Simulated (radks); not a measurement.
## Atomic calculation for Cl (charge +1.9)

System: Z = 16.9 with 15 electrons in the configuration [Ne] 3s2 3p3.
Method: non-relativistic Kohn-Sham, SCAN, spin-unpolarised, spherical densities, point nucleus (the in-house radial solver radks).

## Output
```
1s      1   2.0000        -100.93006377
2s      1   2.0000         -10.22633490
2p      1   6.0000          -7.98854152
3s      1   2.0000          -1.60749099
3p      1   3.0000          -1.11208957
Etot -452.39736863539156
Ekin 451.89599518030667
Encl -1062.7364396449575
Eh 185.61671817179715
Exc -27.17364234253799
err 7.81462466382533e-07
it 15
```

## Orbitals

| orbital | occupation | energy (eV) | ⟨r⟩ (bohr) | outer maximum (bohr) |
| --- | --- | --- | --- | --- |
| 1s | 2 | −2746.4 | 0.09199 | 0.0603 |
| 2s | 2 | −278.273 | 0.4473 | 0.365 |
| 2p | 6 | −217.379 | 0.4095 | 0.305 |
| 3s | 2 | −43.742 | 1.472 | 1.27 |
| 3p | 3 | −30.261 | 1.627 | 1.37 |

## Slater integrals of the outer shells (hartree)

| integral | value |
| --- | --- |
| F0(3p,3p) | 0.5549 |
| F2(3p,3p) | 0.2826 |
| F0(3p,3s) | 0.5813 |
| G1(3p,3s) | 0.3890 |
| F0(3p,2p) | 0.7519 |
| F2(3p,2p) | 0.1309 |
| G0(3p,2p) | 0.0521 |
| G2(3p,2p) | 0.0522 |
| F0(3p,2s) | 0.7426 |
| G1(3p,2s) | 0.0399 |
| F0(3s,3s) | 0.6121 |
| F0(3s,2p) | 0.8110 |
| G1(3s,2p) | 0.0603 |
| F0(3s,2s) | 0.8034 |

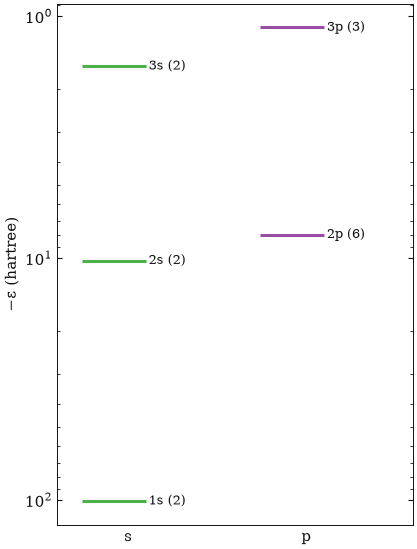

All occupied levels, on a logarithmic scale of binding energy, are drawn (occupations in brackets). The highest occupied level is 3p at −1.11 hartree. The highest 3 occupied levels, from the top down, are 3p (−1.11 hartree), 3s (−1.61 hartree), 2p (−7.99 hartree).

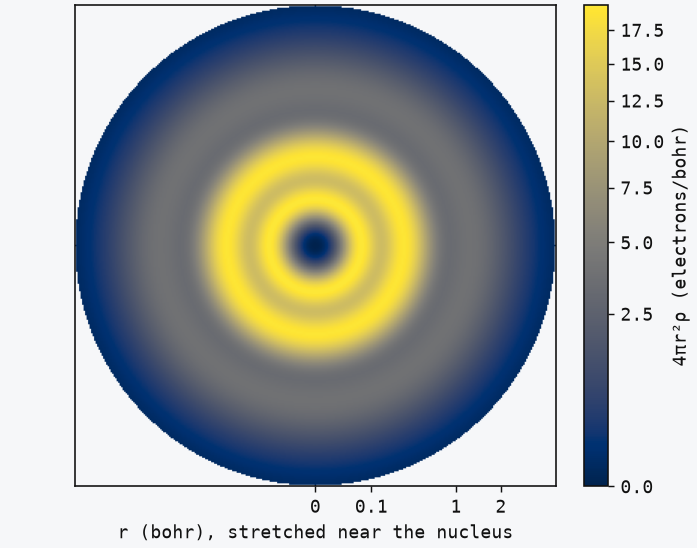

The radial density 4πr²ρ as a disc about the nucleus, with the radius drawn as r to the power 0.4. There are 3 maxima, at r = 0.0628, 0.316 and 1.28 bohr, parted by minima at 0.153 and 0.917 bohr, inside which lie 2.2 and 10.4 electrons.

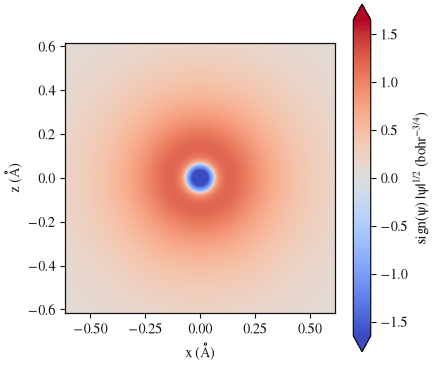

One occupied orbital is shown. In the xz plane through the nucleus, the colour gives the signed square root of ψ. (1 bohr = 0.529 Å.) The radial function comes from the spherical calculation and is multiplied by a real spherical harmonic; the overall sign is chosen so that the largest lobe of P(r) is positive. It is 2s. It has no angular node and 1 radial node, at r = 0.126 bohr. The outermost maximum of P² lies at 0.365 bohr, ⟨r⟩ = 0.447 bohr, 90 % of the charge lies within 0.699 bohr, and the eigenvalue is −278.3 eV, with 2 electrons in the shell.

## Input
```
Z 16.9
configuration [Ne] 3s2 3p3
relativity non-relativistic
functional scan,scan
spin unpolarised
nucleus point
```

Energies in input and log are in hartree, lengths in bohr.

## Key numbers

- outcome: converged
- total energy: −452.397369 hartree
- kinetic energy: 451.895995 hartree
- electron–nucleus energy: −1062.7364 hartree
- Hartree energy: 185.616718 hartree
- exchange–correlation energy: −27.173642 hartree
- radius at density 0.001 e/bohr³: 3.32 bohr
- SCF iterations: 15
- hardware: 1 CPU thread, shared host
